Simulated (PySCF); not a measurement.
SMILES Cl[Si](Cl)(Cl)[Ge]([CH3])([CH3])[CH3] (C3H9Cl3GeSi) at its GFN2-xTB optimised geometry (Å):

```
17

Si    -1.0798    -1.7954    -1.9401
Cl    -0.3134    -3.6658    -2.0808
Cl    -0.5511    -0.7903    -3.6181
Cl    -3.0993    -1.9608    -1.9374
Ge    -0.3060    -0.6941     0.0000
C     -0.9782     1.1718     0.0000
C      1.6773    -0.6941     0.0000
C     -0.9782    -1.6507     1.6021
H     -0.6321     1.7041     0.8822
H     -0.6285     1.7092    -0.8771
H     -2.0644     1.1920    -0.0015
H      2.0644    -1.7092    -0.0108
H      2.0644    -0.1750    -0.8723
H      2.0607    -0.1961     0.8867
H     -0.6396    -1.1609     2.5113
H     -2.0644    -1.6703     1.6138
H     -0.6210    -2.6766     1.6187
```

Method: PySCF 2.14.0 with PBE0/def2-SVP. Cells within 0.4 Å of a nucleus heavier than hydrogen are left out (blank, or x).

Map of the HOMO amplitude (bohr^(-3/2)) on the plane z = 0.0 Å; orbital energy -7.78 eV, overall sign arbitrary:

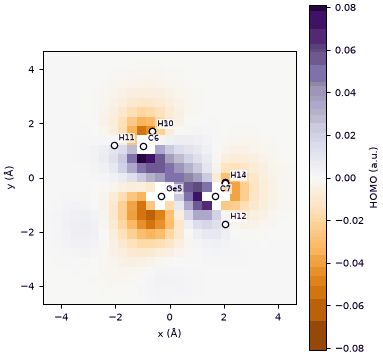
Figure: HOMO amplitude (bohr^(-3/2)) on the plane z = 0.0 Å.
